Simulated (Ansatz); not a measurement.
Cr, as given below.

```
Cr
1.0
     2.81241    0.00000    0.00000
     0.00000    2.81241    0.00000
     0.00000    0.00000    2.81241
Cr
2
Direct
  0.00000 0.00000 0.00000
  0.50000 0.50000 0.50000
```

Structure used: the input geometry of an electronic-structure calculation (not necessarily at equilibrium).

Predict the first 5 clear peaks of the X-ray G(r) with σ = 0.08 Å, and name the atom pairs.

1. 2.44 Å: Cr–Cr at 2.44 Å
2. 2.81 Å: Cr–Cr at 2.81 Å
3. 3.98 Å: Cr–Cr at 3.98 Å
4. 4.66 Å: Cr–Cr at 4.66 Å
5. 5.62 Å: Cr–Cr at 5.62 Å

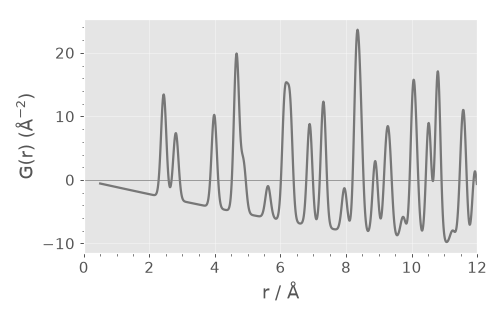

The curve is a calculated X-ray PDF: distances of the static structure, each pair weighted by the product of the atomic numbers (X-ray weights at Q = 0), broadened by Gaussians with σ = 0.08 Å, damped by exp(−(Q_damp r)²/2) with Q_damp = 0.060 Å⁻¹.
